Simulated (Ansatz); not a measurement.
```yaml
atoms:
  - { symbol: Ti, position_ang: [-0.3307, 0.0842, -0.6567] }
  - { symbol: Cl, position_ang: [2.2579, -0.4285, -0.4255] }
  - { symbol: Cl, position_ang: [-0.5297, -1.5185, -2.1034] }
  - { symbol: Cl, position_ang: [-2.4464, 0.4275, -0.1345] }
  - { symbol: Cl, position_ang: [0.1906, 1.9512, -1.6512] }
  - { symbol: H, position_ang: [1.3293, -0.8909, 0.6088] }
  - { symbol: O, position_ang: [0.1051, -0.8457, 1.0802] }
  - { symbol: O, position_ang: [0.1313, 0.5532, 1.4017] }
  - { symbol: H, position_ang: [-0.7074, 0.6677, 1.8804] }
```

A transition-state structure; geometry: PBE0-D4/def2-TZVP.

The calculation used Ansatz 0.2.0, RKS PBE0-D4/def2-TZVPP.

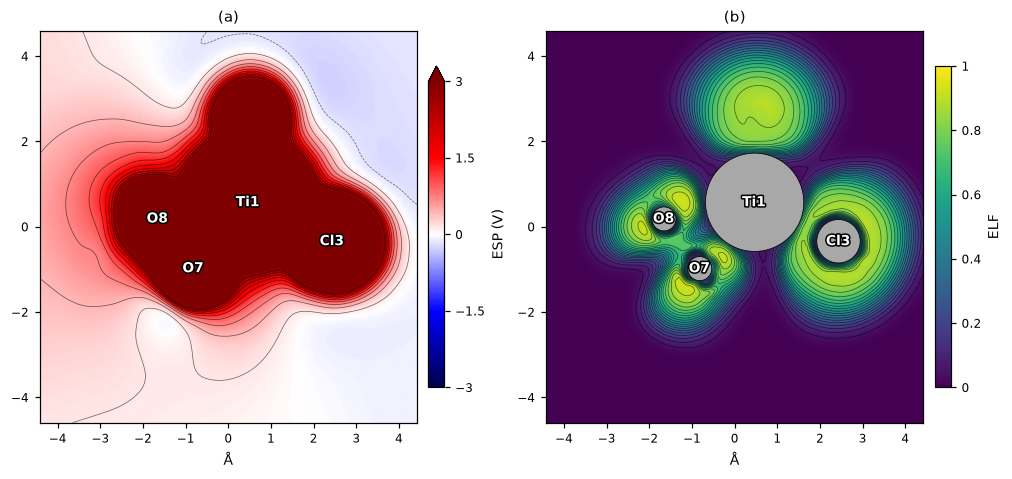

Cl4H2O2Ti. (a) molecular electrostatic potential; (b) electron localisation function on the plane of atoms Ti1, O7 and O8. Grey discs cover the atomic cores in the ELF map.

Describe what can be read from this map.

- Atoms in the plane: Ti, Cl and O.
- O–O (1.44 Å): the ELF peaks at about 0.75 between the atoms.
- Ti–O (2.02 Å): the ELF peaks at about 0.90 in the valence shell of O, 0.5 Å from its nucleus, and is about 0.25 at the midpoint.
- Ti–Cl (2.17 Å): the ELF peaks at about 0.85 in the valence shell of Cl, 0.8 Å from its nucleus, and is about 0.45 at the midpoint.
- Ti–O (2.16 Å): the ELF is about 0.10 at the midpoint.
- The potential has no marked negative region in this plane.
